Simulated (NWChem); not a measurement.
# AlH2SBr (SMILES [SH][AlH][Br]): levels of theory compared

Aim: a comparison of 5 runs (HF/STO-3G, HF/3-21G, HF/pcseg-1, B3LYP/6-31G*) of AlH2SBr. 

Program for the calculation: NWChem 7.3.0.

## (1) The molecule

The species is AlH2SBr (5 atoms), meant as a singlet with charge 0. As SMILES, `[SH][AlH][Br]`. Geometry: relaxed at PBE0-D4/def2-TZVP. This is one conformer, not always the lowest.

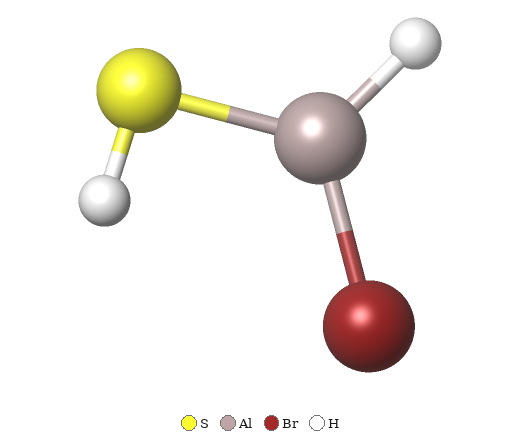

Viewed from a chosen angle; sulfur yellow, aluminium light grey, bromine red, hydrogen white.

## (2) Energy and gradient at HF/STO-3G (run 1)

sp.xyz reads:

```xyz
5

S     -1.672800    -0.006500     0.297400
Al     0.491600     0.125600     0.390900
Br     1.687800    -0.358500    -1.456100
H     -1.666700    -0.383200    -0.993500
H      1.210000     0.548800     1.719900
```

run.py reads:

```python
from ase.io import read
from ase.calculators.nwchem import NWChem

system = read('sp.xyz')

calc = NWChem(
    label='sp',
    theory='scf',
    memory='2200 mb',
    basis='STO-3G',
    basispar='spherical bse',
    scf={'nopen': '0', 'rhf': None, 'thresh': '1e-08', 'maxiter': '80'},
)
system.calc = calc

forces = system.get_forces()
e = system.get_potential_energy()
print(f"E = {e:.6f} eV")
print("forces (eV/A):")
for s, f in zip(system.symbols, forces):
    print(f"{s:2s} {f[0]:10.5f} {f[1]:10.5f} {f[2]:10.5f}")
print("dipole (e A):", system.get_dipole_moment().round(4))
```

Launch:

```console
$ export ASE_NWCHEM_COMMAND="nwchem PREFIX.nwi > PREFIX.nwo"
$ python run.py
```

The log of the run:

```text
E = -86481.285706 eV
forces (eV/A):
S     2.02634   -0.10804   -0.70911
Al   -0.19134    0.28416    1.01646
Br   -0.67311    0.27896    1.05909
H    -0.24035    0.15648    0.57644
H    -0.92159   -0.61161   -1.94293
dipole (e A): [-0.0671  0.0822  0.2888]
```

The calculator wrote sp.nwi:

```
title "sp"

permanent_dir sp

scratch_dir sp

start sp

geometry units angstrom nocenter noautosym noautoz
  S  -1.6728000000000001e+00 -6.4999999999999997e-03 2.9740000000000000e-01
  Al 4.9159999999999998e-01 1.2559999999999999e-01 3.9090000000000003e-01
  Br 1.6878000000000000e+00 -3.5849999999999999e-01 -1.4560999999999999e+00
  H  -1.6667000000000001e+00 -3.8319999999999999e-01 -9.9350000000000005e-01
  H  1.2100000000000000e+00 5.4879999999999995e-01 1.7199000000000000e+00
end

memory 2200 mb

basis spherical bse noprint
   * library STO-3G
end

scf
  nopen 0
  rhf
  thresh 1e-08
  maxiter 80
end

task scf gradient
```

sp.nwo:

```text
Northwest Computational Chemistry Package (NWChem) 7.3.0
             --------------------------------------------------------

           Job information
           ---------------

    nwchem branch   = 7.3.0
    use scalapack   = T
    input           = sp.nwi
    prefix          = sp.
    data base       = sp/sp.db
    status          = startup
    nproc           =        1

           Memory information
           ------------------

    heap     =     72089598 doubles =      550.0 Mbytes
    stack    =     72089595 doubles =      550.0 Mbytes
    global   =    144179200 doubles =     1100.0 Mbytes (distinct from heap & stack)
    total    =    288358393 doubles =     2200.0 Mbytes
    verify   = yes
    hardfail = no

[... 127 lines left out ...]
 Convergence threshold     :          1.000E-08
[... 12 lines left out ...]
       Final RHF  results
[... 3 lines left out ...]
      One-electron energy =  -4971.534279623340
[... 1 line left out ...]
 Nuclear repulsion energy =    262.475052602818
[... 46 lines left out ...]
                       ROHF Final Molecular Orbital Analysis
[... 167 lines left out ...]
    atom               coordinates                        gradient
                 x          y          z           x          y          z
   1 S      -3.161134  -0.012283   0.562005   -0.039406   0.002101   0.013790
   2 Al      0.928989   0.237350   0.738694    0.003721  -0.005526  -0.019767
   3 Br      3.189480  -0.677467  -2.751630    0.013090  -0.005425  -0.020596
   4 H      -3.149606  -0.724143  -1.877443    0.004674  -0.003043  -0.011210
   5 H       2.286568   1.037082   3.250140    0.017922   0.011894   0.037784

                 ----------------------------------------
                 |  Time  |  1-e(secs)   |  2-e(secs)   |
                 ----------------------------------------
                 |  CPU   |       0.00   |       1.18   |
                 ----------------------------------------
                 |  WALL  |       0.00   |       1.18   |
                 ----------------------------------------

 Task  times  cpu:        3.2s     wall:        3.2s
 Total times  cpu:        3.2s     wall:        3.2s
```

Wall time 4.5 s (1 thread of Intel Xeon Platinum 8488C (Sapphire Rapids), shared host); peak memory 0.099 GiB.

## (3) Energy and forces at HF/3-21G (run 2)

run.py reads:

```python
from ase import Atoms
from ase.calculators.nwchem import NWChem

system = Atoms(['S', 'Al', 'Br', 'H', 'H'], positions=[
    [-1.672800, -0.006500, 0.297400],
    [0.491600, 0.125600, 0.390900],
    [1.687800, -0.358500, -1.456100],
    [-1.666700, -0.383200, -0.993500],
    [1.210000, 0.548800, 1.719900],
])

calc = NWChem(
    label='mol',
    theory='scf',
    memory='2200 mb',
    basis='3-21G',
    basispar='spherical bse',
    scf={'nopen': '0', 'rhf': None, 'thresh': '1e-08', 'maxiter': '80'},
)
system.calc = calc

forces = system.get_forces()
print(f"energy = {system.get_potential_energy():.6f} eV")
print("forces (eV/A):")
for s, f in zip(system.symbols, forces):
    print(f"{s:2s} {f[0]:10.5f} {f[1]:10.5f} {f[2]:10.5f}")
print("dipole (e A):", system.get_dipole_moment().round(4))
```

Launch:

```console
$ export ASE_NWCHEM_COMMAND="nwchem PREFIX.nwi > PREFIX.nwo"
$ python run.py
```

The log of the run:

```text
energy = -87007.145008 eV
forces (eV/A):
S    -0.90004   -0.07369   -0.10675
Al    0.75945    0.39605    1.23367
Br    0.61814   -0.24066   -0.92467
H    -0.54322   -0.10804   -0.27876
H     0.06561    0.02638    0.07657
dipole (e A): [0.1278 0.0266 0.0666]
```

The calculator wrote mol.nwi:

```
title "mol"

permanent_dir mol

scratch_dir mol

start mol

geometry units angstrom nocenter noautosym noautoz
  S  -1.6728000000000001e+00 -6.4999999999999997e-03 2.9740000000000000e-01
  Al 4.9159999999999998e-01 1.2559999999999999e-01 3.9090000000000003e-01
  Br 1.6878000000000000e+00 -3.5849999999999999e-01 -1.4560999999999999e+00
  H  -1.6667000000000001e+00 -3.8319999999999999e-01 -9.9350000000000005e-01
  H  1.2100000000000000e+00 5.4879999999999995e-01 1.7199000000000000e+00
end

memory 2200 mb

basis spherical bse noprint
   * library 3-21G
end

scf
  nopen 0
  rhf
  thresh 1e-08
  maxiter 80
end

task scf gradient
```

mol.nwo:

```text
Northwest Computational Chemistry Package (NWChem) 7.3.0
             --------------------------------------------------------

           Job information
           ---------------

    nwchem branch   = 7.3.0
    use scalapack   = T
    input           = mol.nwi
    prefix          = mol.
    data base       = mol/mol.db
    status          = startup
    nproc           =        1

           Memory information
           ------------------

    heap     =     72089598 doubles =      550.0 Mbytes
    stack    =     72089595 doubles =      550.0 Mbytes
    global   =    144179200 doubles =     1100.0 Mbytes (distinct from heap & stack)
    total    =    288358393 doubles =     2200.0 Mbytes
    verify   = yes
    hardfail = no

[... 127 lines left out ...]
 Convergence threshold     :          1.000E-08
[... 12 lines left out ...]
       Final RHF  results
[... 3 lines left out ...]
      One-electron energy =  -4978.009421095433
[... 1 line left out ...]
 Nuclear repulsion energy =    262.475052602818
[... 51 lines left out ...]
                       ROHF Final Molecular Orbital Analysis
[... 204 lines left out ...]
    atom               coordinates                        gradient
                 x          y          z           x          y          z
   1 S      -3.161134  -0.012283   0.562005    0.017503   0.001433   0.002076
   2 Al      0.928989   0.237350   0.738694   -0.014769  -0.007702  -0.023991
   3 Br      3.189480  -0.677467  -2.751630   -0.012021   0.004680   0.017982
   4 H      -3.149606  -0.724143  -1.877443    0.010564   0.002101   0.005421
   5 H       2.286568   1.037082   3.250140   -0.001276  -0.000513  -0.001489

                 ----------------------------------------
                 |  Time  |  1-e(secs)   |  2-e(secs)   |
                 ----------------------------------------
                 |  CPU   |       0.00   |       1.34   |
                 ----------------------------------------
                 |  WALL  |       0.00   |       1.34   |
                 ----------------------------------------

 Task  times  cpu:        3.6s     wall:        3.6s
 Total times  cpu:        3.6s     wall:        3.6s
```

It took 4.8 s on 1 thread of Intel Xeon Platinum 8488C (Sapphire Rapids), shared host; peak memory 0.099 GiB.

Run 3 isn't shown in full; the table further down has it.

## (4) Energy and forces at B3LYP/6-31G(d) (spherical functions) (run 4)

run.py reads:

```python
from ase import Atoms
from ase.calculators.nwchem import NWChem

mol = Atoms(['S', 'Al', 'Br', 'H', 'H'], positions=[
    [-1.672800, -0.006500, 0.297400],
    [0.491600, 0.125600, 0.390900],
    [1.687800, -0.358500, -1.456100],
    [-1.666700, -0.383200, -0.993500],
    [1.210000, 0.548800, 1.719900],
])

calc = NWChem(
    label='calc',
    theory='dft',
    memory='2200 mb',
    basis='6-31G*',
    basispar='spherical bse',
    dft={'xc': 'b3lyp', 'mult': '1', 'grid': 'xfine', 'convergence': 'energy 1e-08', 'iterations': '100', 'mulliken': None},
)
mol.calc = calc

forces = mol.get_forces()
e = mol.get_potential_energy()
print(f"E = {e:.6f} eV")
print("forces (eV/A):")
for s, f in zip(mol.symbols, forces):
    print(f"{s:2s} {f[0]:10.5f} {f[1]:10.5f} {f[2]:10.5f}")
print("dipole (e A):", mol.get_dipole_moment().round(4))
```

Launch:

```console
$ export ASE_NWCHEM_COMMAND="nwchem PREFIX.nwi > PREFIX.nwo"
$ python run.py
```

The log of the run:

```text
E = -87506.438414 eV
forces (eV/A):
S    -0.20255    0.02828    0.12722
Al    0.12141    0.07251    0.23376
Br    0.16445   -0.05667   -0.22245
H    -0.10233   -0.05836   -0.18188
H     0.01908    0.01424    0.04335
dipole (e A): [-0.0142  0.0059  0.0205]
```

The calculator wrote calc.nwi:

```
title "calc"

permanent_dir calc

scratch_dir calc

start calc

geometry units angstrom nocenter noautosym noautoz
  S  -1.6728000000000001e+00 -6.4999999999999997e-03 2.9740000000000000e-01
  Al 4.9159999999999998e-01 1.2559999999999999e-01 3.9090000000000003e-01
  Br 1.6878000000000000e+00 -3.5849999999999999e-01 -1.4560999999999999e+00
  H  -1.6667000000000001e+00 -3.8319999999999999e-01 -9.9350000000000005e-01
  H  1.2100000000000000e+00 5.4879999999999995e-01 1.7199000000000000e+00
end

memory 2200 mb

basis spherical bse noprint
   * library 6-31G*
end

dft
  xc b3lyp
  mult 1
  grid xfine
  convergence energy 1e-08
  iterations 100
  mulliken
end

task dft gradient
```

calc.nwo:

```text
Northwest Computational Chemistry Package (NWChem) 7.3.0
             --------------------------------------------------------

           Job information
           ---------------

    nwchem branch   = 7.3.0
    use scalapack   = T
    input           = calc.nwi
    prefix          = calc.
    data base       = calc/calc.db
    status          = startup
    nproc           =        1

           Memory information
           ------------------

    heap     =     72089598 doubles =      550.0 Mbytes
    stack    =     72089595 doubles =      550.0 Mbytes
    global   =    144179200 doubles =     1100.0 Mbytes (distinct from heap & stack)
    total    =    288358393 doubles =     2200.0 Mbytes
    verify   = yes
    hardfail = no

[... 98 lines left out ...]
  convergence criterion.
[... 41 lines left out ...]
          Spatial weights used:  Erf1
[... 77 lines left out ...]
         Total DFT energy =    -3215.802323916803
[... 3 lines left out ...]
 Nuclear repulsion energy =      262.475052602818
[... 575 lines left out ...]
          Convergence on gradient requested:  5.00D-04
[... 28 lines left out ...]
          total energy or number of iterations.
[... 28 lines left out ...]
    atom               coordinates                        gradient
                 x          y          z           x          y          z
   1 S      -3.161134  -0.012283   0.562005    0.003939  -0.000550  -0.002474
   2 Al      0.928989   0.237350   0.738694   -0.002361  -0.001410  -0.004546
   3 Br      3.189480  -0.677467  -2.751630   -0.003198   0.001102   0.004326
   4 H      -3.149606  -0.724143  -1.877443    0.001990   0.001135   0.003537
   5 H       2.286568   1.037082   3.250140   -0.000371  -0.000277  -0.000843

                 ----------------------------------------
                 |  Time  |  1-e(secs)   |  2-e(secs)   |
                 ----------------------------------------
                 |  CPU   |       0.00   |       9.96   |
                 ----------------------------------------
                 |  WALL  |       0.00   |       9.96   |
                 ----------------------------------------

 Task  times  cpu:       27.9s     wall:       27.9s
 Total times  cpu:       27.9s     wall:       27.9s
```

It took 29 s on 1 thread of Intel Xeon Platinum 8488C (Sapphire Rapids), shared host; peak memory 0.13 GiB.

## (5) Energy and forces at B3LYP/6-31G(d) (Cartesian functions) (run 5)

input.nw reads:

```
start input
memory stack 880 mb heap 220 mb global 1100 mb
geometry noautosym nocenter noautoz
  S     -1.672800    -0.006500     0.297400
  Al     0.491600     0.125600     0.390900
  Br     1.687800    -0.358500    -1.456100
  H     -1.666700    -0.383200    -0.993500
  H      1.210000     0.548800     1.719900
end
basis cartesian
  * library 6-31G*
end
dft
  xc b3lyp
  mult 1
  grid xfine
  convergence energy 1e-08
  maxiter 100
  mulliken
end
task dft gradient
```

Launch:

```console
$ nwchem input.nw > input.out
```

The log of the run:

```text
[...]
          Wavefunction type:  closed shell.
          No. of atoms     :     5
          No. of electrons :    66
[...]
          Charge           :     0
          Spin multiplicity:     1
[...]
          AO basis - number of functions:    77
[...]
              XC Information
              --------------
                         B3LYP Method XC Potential
                     Hartree-Fock (Exact) Exchange  0.200
                        Slater Exchange Functional  0.800 local
                    Becke 1988 Exchange Functional  0.720 non-local
              Lee-Yang-Parr Correlation Functional  0.810
                  VWN I RPA Correlation Functional  0.190 local
[...]
 d= 0,ls=0.0,diis     1  -3215.7662241995 -3.48D+03  1.49D-02  1.58D+00     2.7
[...]
 d= 0,ls=0.0,diis     8  -3215.8151325271  6.04D-09  6.27D-06  2.54D-07    17.0
         Total DFT energy =    -3215.815132527126
      One electron energy =    -4993.468043911912
           Coulomb energy =     1651.637619282570
    Exchange-Corr. energy =     -136.459760500602
 Nuclear repulsion energy =      262.475052602818
[...]
      Total Density - Mulliken Population Analysis
     ---------------------------------------------
    Atom       Charge   Shell Charges
 -----------   ------   -------------------------------------------------------
    1 S   16    16.26   2.00  1.99  5.97  1.40  3.09  0.51  1.30  0.01
    2 Al  13    12.55   2.00  1.99  5.96  0.98  1.23  0.11  0.16  0.12
    3 Br  35    35.25   2.00  1.99  6.00  1.93  5.99  1.61  3.86  0.37  1.44  7.02  2.95  0.11
    4 H    1     0.88   0.50  0.38
    5 H    1     1.05   0.49  0.56
[...]
  wavefunction    = closed shell
                         DFT ENERGY GRADIENTS
    atom               coordinates                        gradient
                 x          y          z           x          y          z
   1 S      -3.161134  -0.012283   0.562005    0.003831  -0.000564  -0.002504
   2 Al      0.928989   0.237350   0.738694   -0.002186  -0.001467  -0.004769
   3 Br      3.189480  -0.677467  -2.751630   -0.003310   0.001139   0.004472
   4 H      -3.149606  -0.724143  -1.877443    0.001985   0.001137   0.003546
   5 H       2.286568   1.037082   3.250140   -0.000320  -0.000246  -0.000744
[...]
```

It took 29 s on 1 thread of Intel Xeon Platinum 8488C (Sapphire Rapids), shared host; peak memory 0.13 GiB.

## (6) Overview of the runs

```csv
run,level,iteration cap,module,energy (Eh),dipole moment (D),HOMO energy (eV),LUMO energy (eV),wall time
1,HF/STO-3G,80,scf,-3178.128656,1.48,-7.32,7.82,4.5 s
2,HF/3-21G,80,scf,-3197.453630,0.70,-10.95,1.09,4.8 s
3,HF/pcseg-1,80,scf,-3212.763570,0.34,-10.83,1.23,27 s
4,B3LYP/6-31G* (spherical functions),100,dft,-3215.802324,0.12,-7.73,-1.53,29 s
5,B3LYP/6-31G* (Cartesian functions),100,dft,-3215.815133,0.12,-7.73,-1.53,29 s
```

## (7) What came out

```
                       quantity           value
            run 5: total energy  -3215.81513 Eh
           run 5: dipole moment          0.12 D
             run 5: HOMO energy        -7.73 eV
             run 5: LUMO energy        -1.53 eV
           run 5: HOMO–LUMO gap         6.20 eV
run 5: largest force on an atom      0.292 eV/Å
```

What this shows: The dipole moment (its size) runs from 0.12 D (B3LYP/6-31G*) to 1.48 D (HF/STO-3G). The two ends differ in method and basis. The HOMO–LUMO gap runs from 6.20 eV (B3LYP/6-31G*) to 15.14 eV (HF/STO-3G). In run 1 the basis is minimal, so the values are rough. All runs together took 95 s, the longest 29 s.
